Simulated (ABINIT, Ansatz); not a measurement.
# BaH2 (P6_3/mmc): G0W0 with ABINIT, start to end, part 2 of 3

Wanted: ground state, empty states, screening and self-energy for BaH2 (P6_3/mmc).

ABINIT 10.8.3; PBEsol and many-body steps on it, plane waves. Known limits of the many-body steps: not at the basis limit; no spin-orbit coupling; coarse k mesh.

So far. Step 2 (Ground state): The gap is indirect, with the least direct gap 1.07 eV higher.

### 3. Bands along the symmetry lines

Level of this step: DFT, PBEsol, plane waves, norm-conserving pseudopotentials (ABINIT).

Levels along a band path, at the cheap level, show where the edges lie and whether the meshes to come will hold them.

run.abi

```
acell 3*1.0 Angstrom
rprim 
  4.462025052349 0.000000000014 0.000000000000
  -2.231012526186 3.864227047650 0.000000000000
  0.000000000000 0.000000000000 6.055292590000
ntypat 2
znucl 56 1
natom 6
typat 1 1 2 2 2 2
xred 
  0.666666666667 0.333333333333 0.750000000000
  0.333333333333 0.666666666667 0.250000000000
  0.333333333333 0.666666666667 0.750000000000
  0.666666666667 0.333333333333 0.250000000000
  -0.000000000000 -0.000000000000 0.500000000000
  -0.000000000000 -0.000000000000 0.000000000000
pp_dirpath "pseudos"
pseudos "Ba.upf, H.upf"
ecut 32
iscf -2
irdden 1
kptopt 0
nkpt 75
kpt 
  0.00000000 0.00000000 0.00000000
  0.06250000 0.00000000 0.00000000
  0.12500000 0.00000000 0.00000000
  0.18750000 0.00000000 0.00000000
  0.25000000 0.00000000 0.00000000
  0.31250000 0.00000000 0.00000000
  0.37500000 0.00000000 0.00000000
  0.43750000 0.00000000 0.00000000
  0.50000000 0.00000000 0.00000000
  0.47916667 0.04166667 0.00000000
  0.45833333 0.08333333 0.00000000
  0.43750000 0.12500000 0.00000000
  0.41666666 0.16666666 0.00000000
  0.39583333 0.20833333 0.00000000
  0.37500000 0.25000000 0.00000000
  0.35416666 0.29166666 0.00000000
  0.33333333 0.33333333 0.00000000
  0.29166666 0.29166666 0.00000000
  0.25000000 0.25000000 0.00000000
  0.20833333 0.20833333 0.00000000
  0.16666666 0.16666666 0.00000000
  0.12500000 0.12500000 0.00000000
  0.08333333 0.08333333 0.00000000
  0.04166667 0.04166667 0.00000000
  0.00000000 0.00000000 0.00000000
  0.00000000 0.00000000 0.06250000
  0.00000000 0.00000000 0.12500000
  0.00000000 0.00000000 0.18750000
  0.00000000 0.00000000 0.25000000
  0.00000000 0.00000000 0.31250000
  0.00000000 0.00000000 0.37500000
  0.00000000 0.00000000 0.43750000
  0.00000000 0.00000000 0.50000000
  0.06250000 0.00000000 0.50000000
  0.12500000 0.00000000 0.50000000
  0.18750000 0.00000000 0.50000000
  0.25000000 0.00000000 0.50000000
  0.31250000 0.00000000 0.50000000
  0.37500000 0.00000000 0.50000000
  0.43750000 0.00000000 0.50000000
  0.50000000 0.00000000 0.50000000
  0.47916667 0.04166667 0.50000000
  0.45833333 0.08333333 0.50000000
  0.43750000 0.12500000 0.50000000
  0.41666666 0.16666666 0.50000000
  0.39583333 0.20833333 0.50000000
  0.37500000 0.25000000 0.50000000
  0.35416666 0.29166666 0.50000000
  0.33333333 0.33333333 0.50000000
  0.29166666 0.29166666 0.50000000
  0.25000000 0.25000000 0.50000000
  0.20833333 0.20833333 0.50000000
  0.16666666 0.16666666 0.50000000
  0.12500000 0.12500000 0.50000000
  0.08333333 0.08333333 0.50000000
  0.04166667 0.04166667 0.50000000
  0.00000000 0.00000000 0.50000000
  0.50000000 0.00000000 0.50000000
  0.50000000 0.00000000 0.43750000
  0.50000000 0.00000000 0.37500000
  0.50000000 0.00000000 0.31250000
  0.50000000 0.00000000 0.25000000
  0.50000000 0.00000000 0.18750000
  0.50000000 0.00000000 0.12500000
  0.50000000 0.00000000 0.06250000
  0.50000000 -0.00000000 0.00000000
  0.33333333 0.33333333 0.50000000
  0.33333333 0.33333333 0.43750000
  0.33333333 0.33333333 0.37500000
  0.33333333 0.33333333 0.31250000
  0.33333333 0.33333333 0.25000000
  0.33333333 0.33333333 0.18750000
  0.33333333 0.33333333 0.12500000
  0.33333333 0.33333333 0.06250000
  0.33333333 0.33333333 0.00000000
istwfk *1
nband 19
nbdbuf 2
tolwfr 1e-08
nstep 40
prtwf 0
prtvol 0
indata_prefix "in"
outdata_prefix "out"
tmpdata_prefix "tmp"
```

Launch:

```sh
$ OMP_NUM_THREADS=1 mpirun -n 8 abinit run.abi > log
```

Numbers of over 12 decimals in the logs are rounded to 6 here.

What it wrote:

```text
.Version 10.8.3 of ABINIT. v10.8.2 released Aug 2026.

 Symmetries : space group P6_3/m m c (#194); Bravais hP (primitive hexag.)
[... echo of the input left out ...]
== DATASET  1 ==================================================================
-   mpi_nproc: 8, omp_nthreads: 1 (-1 if OMP is not activated)

--- !DatasetInfo
iteration_state: {dtset: 1, }
dimensions: {natom: 6, nkpt: 75, mband: 19, nsppol: 1, nspinor: 1, nspden: 1, mpw: 6130, }
cutoff_energies: {ecut:  32.0, pawecutdg:  -1.0, }
electrons: {nelect:   2.40000000E+01, charge:   0.00000000E+00, occopt:   1.00000000E+00, tsmear:   1.00000000E-02, }

 Real(R)+Recip(G) space primitive vectors, cartesian coordinates (Bohr,Bohr^-1):
 R(1)=  8.4320053  0.0000000  0.0000000  G(1)=  0.1185958  0.0684713  0.0000000
 R(2)= -4.2160027  7.3023308  0.0000000  G(2)=  0.0000000  0.1369426  0.0000000
 R(3)=  0.0000000  0.0000000 11.4428446  G(3)=  0.0000000  0.0000000  0.0873909
 Unit cell volume ucvol=  7.0457361E+02 bohr^3
 Angles (23,13,12)=  9.00000000E+01  9.00000000E+01  1.20000000E+02 degrees

 getcut: wavevector=  0.0000  0.0000  0.0000  ngfft=  45  45  60
         ecut(hartree)=     32.000   => boxcut(ratio)=   2.04919

--- Pseudopotential description ------------------------------------------------
- Ba Generated using ONCVPSP code by D. R. Hamann
- 56.00000  10.00000  180301                  znucl, zion, pspdat
12 -116133 2 -1 1936                          pspcod,pspxc,lmax,lloc,mmax
     nproj     2     2     2
  pspatm : epsatm=   26.37418133
         --- l  ekb(1:nproj) -->
             0    6.652372    0.677024
             1    5.027722    0.408462
             2    2.543237    0.416854
 pspatm: atomic psp has been read  and splines computed

- H Generated using ONCVPSP code by D. R. Hamann
-  1.00000   1.00000  180301                  znucl, zion, pspdat
12 -116133 1 -1 1180                          pspcod,pspxc,lmax,lloc,mmax
     nproj     2     1     0
  pspatm : epsatm=    0.35585368
         --- l  ekb(1:nproj) -->
[...]
1   -0.494138
 pspatm: atomic psp has been read  and splines computed

--------------------------------------------------------------------------------

================================================================================
 prteigrs : about to open file out_EIG
 Non-SCF case, kpt    1 (  0.00000  0.00000  0.00000), residuals and eigenvalues=
  4.53E-09  9.40E-09  1.97E-09  3.04E-09  7.07E-09  2.80E-09  5.81E-09  1.21E-09
  1.74E-09  1.11E-09  5.97E-09  6.57E-09  3.05E-09  9.04E-09  6.56E-09  8.66E-09
[...]
-8.4430E-01 -8.3787E-01 -3.2333E-01 -2.9297E-01 -2.9297E-01 -2.8383E-01
 -2.8383E-01 -2.8230E-01 -7.9456E-03  4.2869E-02  1.3315E-01  1.5182E-01
  2.5198E-01  2.5198E-01  2.8885E-01  2.8885E-01  2.8991E-01  2.8991E-01
  3.1860E-01
 Non-SCF case, kpt    2 (  0.06250  0.00000  0.00000), residuals and eigenvalues=
[...]
Non-SCF case, kpt   74 (  0.33333  0.33333  0.06250), residuals and eigenvalues=
[...]
3.7768E-01
 Non-SCF case, kpt   75 (  0.33333  0.33333  0.00000), residuals and eigenvalues=
[...]
-3.0119E-01 -2.8904E-01  7.8558E-02  7.8558E-02  7.9996E-02  8.6863E-02
  2.6619E-01  2.6619E-01  3.0696E-01  3.3445E-01  3.3445E-01  3.4478E-01
  3.7748E-01

--- !ResultsGS
iteration_state: {dtset: 1, }
comment   : Summary of ground state results
lattice_vectors:
- [  8.4320053,   0.0000000,   0.0000000, ]
- [ -4.2160027,   7.3023308,   0.0000000, ]
- [  0.0000000,   0.0000000,  11.4428446, ]
lattice_lengths: [   8.43201,    8.43201,   11.44284, ]
lattice_angles: [ 90.000,  90.000, 120.000, ] # degrees, (23, 13, 12)
lattice_volume:   7.0457361E+02
convergence: {deltae:  0.000E+00, res2:  0.000E+00, residm:  9.983E-09, diffor:  0.000E+00, }
etotal    :  -5.85971915E+01
entropy   :   0.00000000E+00
fermie    :   1.51815635E-01
cartesian_stress_tensor: null
pressure_GPa: null
xred      :
- [  6.6667E-01,   3.3333E-01,   7.5000E-01, Ba]
- [  3.3333E-01,   6.6667E-01,   2.5000E-01, Ba]
- [  3.3333E-01,   6.6667E-01,   7.5000E-01,  H]
- [  6.6667E-01,   3.3333E-01,   2.5000E-01,  H]
- [  9.2519E-17,   9.2519E-17,   5.0000E-01,  H]
- [  9.2519E-17,   9.2519E-17,   2.7756E-17,  H]
cartesian_forces: null
force_length_stats: {min: null, max: null, mean: null, }

 Integrated electronic density in atomic spheres:
 ------------------------------------------------
 Atom  Sphere_radius  Integrated_density
[...]
================================================================================

 ----iterations are completed or convergence reached----

 Mean square residual over all n,k,spin=   48.486E-10; max=  99.826E-10
 reduced coordinates (array xred) for    6 atoms
[...]
cartesian coordinates (angstrom) at end:
    1      2.231013     1.288076     4.541469
    2     -7.67e-12     2.576151     1.513823
    3     -7.67e-12     2.576151     4.541469
    4      2.231013     1.288076     1.513823
    5      0.000000     0.000000     3.027646
    6      0.000000     0.000000     0.000000
 length scales=  1.889726125908  1.889726125908  1.889726125908 bohr
              =  1.000000000000  1.000000000000  1.000000000000 angstroms
 prteigrs : about to open file out_EIG
 Eigenvalues (hartree) for nkpt=  75  k points:
 kpt#   1, nband= 19, wtk=  1.00000, kpt=  0.0000  0.0000  0.0000 (reduced coord)
[...]
kpt#   2, nband= 19, wtk=  1.00000, kpt=  0.0625  0.0000  0.0000 (reduced coord)
[...]
kpt#   3, nband= 19, wtk=  1.00000, kpt=  0.1250  0.0000  0.0000 (reduced coord)
[...]
kpt#  74, nband= 19, wtk=  1.00000, kpt=  0.3333  0.3333  0.0625 (reduced coord)
[...]
0.33690    0.34782    0.37768
 kpt#  75, nband= 19, wtk=  1.00000, kpt=  0.3333  0.3333  0.0000 (reduced coord)
  -0.83975   -0.83975   -0.30942   -0.30265   -0.30265   -0.30119   -0.30119   -0.28904
   0.07856    0.07856    0.08000    0.08686    0.26619    0.26619    0.30696    0.33445
   0.33445    0.34478    0.37748

== END DATASET(S) ==============================================================
================================================================================

 -outvars: echo values of variables after computation  --------
            nband          19
             nkpt          75
          spgroup         194
 [... the other variables as echoed above ...]

 Calculation completed.
```

It took 11 s on 8 MPI ranks of AMD EPYC 9R45, shared host; peak memory 0.73 GiB.

This step gave:

- gap: 1.473 eV
- k of the valence top: 0, 0, 0
- k of the conduction bottom: 0.3333, 0.3333, 0.5
- least direct gap: 2.542 eV

The gap is 1.473 eV, as in the run before at this level.

The electronic bands at the labelled points (eV, zero at the top of the highest filled band):

```tsv
point	band 9	band 10	band 11	band 12	band 13	band 14	band 15	band 16
Γ	-4.35	-2.96	-0.51	0.00	2.73	2.73	3.73	3.73
M	-2.56	-2.25	-1.67	-1.59	2.51	3.78	3.79	5.10
K	-1.99	-1.99	-1.95	-1.77	3.11	3.11	4.22	4.97
Γ	-4.35	-2.96	-0.51	0.00	2.73	2.73	3.73	3.73
A	-3.29	-3.29	-0.46	-0.46	2.58	2.58	2.58	2.58
L	-2.30	-2.30	-1.37	-1.37	2.30	2.30	3.85	3.85
H	-1.77	-1.77	-1.54	-1.54	1.47	1.47	4.35	4.35
A	-3.29	-3.29	-0.46	-0.46	2.58	2.58	2.58	2.58
jump to L	-2.30	-2.30	-1.37	-1.37	2.30	2.30	3.85	3.85
M	-2.56	-2.25	-1.67	-1.59	2.51	3.78	3.79	5.10
jump to H	-1.77	-1.77	-1.54	-1.54	1.47	1.47	4.35	4.35
K	-1.99	-1.99	-1.95	-1.77	3.11	3.11	4.22	4.97
```

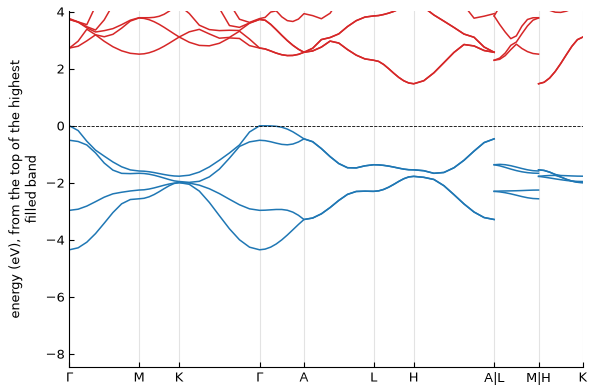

Electronic bands along the path; lines of filled and empty bands in two colours.

### 4. Empty states on the mesh, 3×3×4 mesh, 406 bands

The sums over transitions need many empty states on a uniform mesh; this step solves for them.

run.abi

```
acell 3*1.0 Angstrom
rprim 
  4.462025052349 0.000000000014 0.000000000000
  -2.231012526186 3.864227047650 0.000000000000
  0.000000000000 0.000000000000 6.055292590000
ntypat 2
znucl 56 1
natom 6
typat 1 1 2 2 2 2
xred 
  0.666666666667 0.333333333333 0.750000000000
  0.333333333333 0.666666666667 0.250000000000
  0.333333333333 0.666666666667 0.750000000000
  0.666666666667 0.333333333333 0.250000000000
  -0.000000000000 -0.000000000000 0.500000000000
  -0.000000000000 -0.000000000000 0.000000000000
pp_dirpath "pseudos"
pseudos "Ba.upf, H.upf"
ecut 32
ngkpt 3 3 4
nshiftk 1
shiftk 0 0 0
kptopt 1
chksymbreak 0
iscf -2
irdden 1
istwfk *1
nband 406
nbdbuf 36
tolwfr 1e-09
nstep 60
prtvol 0
indata_prefix "in"
outdata_prefix "out"
tmpdata_prefix "tmp"
```

What it wrote:

```text
.Version 10.8.3 of ABINIT. v10.8.2 released Aug 2026.

 Symmetries : space group P6_3/m m c (#194); Bravais hP (primitive hexag.)
[... echo of the input left out ...]
== DATASET  1 ==================================================================
-   mpi_nproc: 8, omp_nthreads: 1 (-1 if OMP is not activated)
-    --> not optimal distribution: autoparal keyword recommended in input file <--

--- !DatasetInfo
iteration_state: {dtset: 1, }
dimensions: {natom: 6, nkpt: 9, mband: 406, nsppol: 1, nspinor: 1, nspden: 1, mpw: 6126, }
cutoff_energies: {ecut:  32.0, pawecutdg:  -1.0, }
electrons: {nelect:   2.40000000E+01, charge:   0.00000000E+00, occopt:   1.00000000E+00, tsmear:   1.00000000E-02, }

 Real(R)+Recip(G) space primitive vectors, cartesian coordinates (Bohr,Bohr^-1):
 R(1)=  8.4320053  0.0000000  0.0000000  G(1)=  0.1185958  0.0684713  0.0000000
 R(2)= -4.2160027  7.3023308  0.0000000  G(2)=  0.0000000  0.1369426  0.0000000
 R(3)=  0.0000000  0.0000000 11.4428446  G(3)=  0.0000000  0.0000000  0.0873909
 Unit cell volume ucvol=  7.0457361E+02 bohr^3
 Angles (23,13,12)=  9.00000000E+01  9.00000000E+01  1.20000000E+02 degrees

 getcut: wavevector=  0.0000  0.0000  0.0000  ngfft=  45  45  60
         ecut(hartree)=     32.000   => boxcut(ratio)=   2.04919

--- Pseudopotential description ------------------------------------------------
- Ba Generated using ONCVPSP code by D. R. Hamann
- 56.00000  10.00000  180301                  znucl, zion, pspdat
12 -116133 2 -1 1936                          pspcod,pspxc,lmax,lloc,mmax
     nproj     2     2     2
  pspatm : epsatm=   26.37418133
         --- l  ekb(1:nproj) -->
             0    6.652372    0.677024
             1    5.027722    0.408462
             2    2.543237    0.416854
 pspatm: atomic psp has been read  and splines computed

- H Generated using ONCVPSP code by D. R. Hamann
-  1.00000   1.00000  180301                  znucl, zion, pspdat
12 -116133 1 -1 1180                          pspcod,pspxc,lmax,lloc,mmax
     nproj     2     1     0
  pspatm : epsatm=    0.35585368
         --- l  ekb(1:nproj) -->
[...]
1   -0.494138
 pspatm: atomic psp has been read  and splines computed

--------------------------------------------------------------------------------

================================================================================
 prteigrs : about to open file out_EIG
 Non-SCF case, kpt    1 (  0.00000  0.00000  0.00000), residuals and eigenvalues=
  9.47E-10  5.70E-10  1.13E-10  8.78E-11  2.12E-10  1.06E-10  1.55E-10  1.16E-10
  6.23E-11  5.15E-11  1.20E-10  1.09E-10  5.73E-11  7.78E-11  5.96E-11  1.27E-10
  5.12E-11  1.31E-10  8.70E-11  4.26E-11  1.07E-10  1.07E-10  5.76E-11  8.21E-11
[...]
1.86E-05  7.87E-05  3.44E-04  3.01E-04  4.93E-04  5.55E-04
 -8.4430E-01 -8.3787E-01 -3.2333E-01 -2.9297E-01 -2.9297E-01 -2.8383E-01
 -2.8383E-01 -2.8230E-01 -7.9456E-03  4.2869E-02  1.3315E-01  1.5182E-01
[...]
4.8329E+00  4.8330E+00  4.8393E+00  4.8393E+00  4.8407E+00  4.8408E+00
  4.8445E+00  4.8685E+00  4.8706E+00  4.8843E+00
 prteigrs : prtvol=0 or 1, do not print more k-points.

--- !ResultsGS
iteration_state: {dtset: 1, }
comment   : Summary of ground state results
lattice_vectors:
- [  8.4320053,   0.0000000,   0.0000000, ]
- [ -4.2160027,   7.3023308,   0.0000000, ]
- [  0.0000000,   0.0000000,  11.4428446, ]
lattice_lengths: [   8.43201,    8.43201,   11.44284, ]
lattice_angles: [ 90.000,  90.000, 120.000, ] # degrees, (23, 13, 12)
lattice_volume:   7.0457361E+02
convergence: {deltae:  0.000E+00, res2:  0.000E+00, residm:  9.976E-10, diffor:  0.000E+00, }
etotal    :  -5.85971915E+01
entropy   :   0.00000000E+00
fermie    :   1.51815635E-01
cartesian_stress_tensor: null
pressure_GPa: null
xred      :
- [  6.6667E-01,   3.3333E-01,   7.5000E-01, Ba]
- [  3.3333E-01,   6.6667E-01,   2.5000E-01, Ba]
- [  3.3333E-01,   6.6667E-01,   7.5000E-01,  H]
- [  6.6667E-01,   3.3333E-01,   2.5000E-01,  H]
- [  9.2519E-17,   9.2519E-17,   5.0000E-01,  H]
- [  9.2519E-17,   9.2519E-17,   2.7756E-17,  H]
cartesian_forces: null
force_length_stats: {min: null, max: null, mean: null, }

 Integrated electronic density in atomic spheres:
 ------------------------------------------------
 Atom  Sphere_radius  Integrated_density
[...]
================================================================================

 ----iterations are completed or convergence reached----

 Mean square residual over all n,k,spin=   26.062E-11; max=  99.756E-11
 reduced coordinates (array xred) for    6 atoms
[...]
0.000000000000      0.000000000000      0.500000000000
       0.000000000000      0.000000000000      0.000000000000

 cartesian coordinates (angstrom) at end:
    1      2.231013     1.288076     4.541469
    2     -7.67e-12     2.576151     1.513823
    3     -7.67e-12     2.576151     4.541469
    4      2.231013     1.288076     1.513823
    5      0.000000     0.000000     3.027646
    6      0.000000     0.000000     0.000000
 length scales=  1.889726125908  1.889726125908  1.889726125908 bohr
              =  1.000000000000  1.000000000000  1.000000000000 angstroms
 prteigrs : about to open file out_EIG
 Eigenvalues (hartree) for nkpt=   9  k points:
 kpt#   1, nband=406, wtk=  0.02778, kpt=  0.0000  0.0000  0.0000 (reduced coord)
[...]
4.79167    4.79167    4.80015    4.80015    4.80694    4.80694    4.81400    4.81534
   4.82080    4.82186    4.82187    4.83037    4.83293    4.83301    4.83930    4.83932
   4.84066    4.84076    4.84449    4.86847    4.87062    4.88431
 prteigrs : prtvol=0 or 1, do not print more k-points.

== END DATASET(S) ==============================================================
================================================================================

 -outvars: echo values of variables after computation  --------
            nband         406
             nkpt           9
          spgroup         194
 [... the other variables as echoed above ...]

 Calculation completed.
```

Elapsed: 3.7 min, on 8 MPI ranks; peak memory 0.98 GiB; 30 min of CPU time.

Numbers from this step:

| Property | Result |
| --- | --- |
| gap | 1.473 eV |
| k of the valence top | 0, 0, 0 |
| k of the conduction bottom | 0.3333, 0.3333, 0.5 |
| least direct gap | 2.542 eV |
| k points computed | 9 |
| lowest point of the top converged band, above the valence top | 121.0441 eV |

On this mesh the gap is 1.473 eV.

(Part 2 of 3 ends here.)

[Paths, hosts, dates, memory and timing lines, banners, echoed tables and standing remarks are left out of the program output.]

[Logs are printed without paths, hosts, clocks, repeated set-up lines and the standing remarks that a program may print on its own settings, such as how far it seeks lower states.]

[Runs of the session that timed out or met a known fault of the program may be left out.]

[Hosts, paths, dates, database ids (printed as entryN), source tags and the programs' standing remarks are cut or masked in the printed files.]

[G0W0 gaps are taken among the corrected bands and points alone; a level outside them can change the order at an edge.]

[Where Ansatz stands beside ABINIT at settings called matched, ABINIT's density can come from a denser mesh and the files from another edition; pairs whose starting gaps differed by over 0.03 eV were left out, so agreement reads better than it is.]
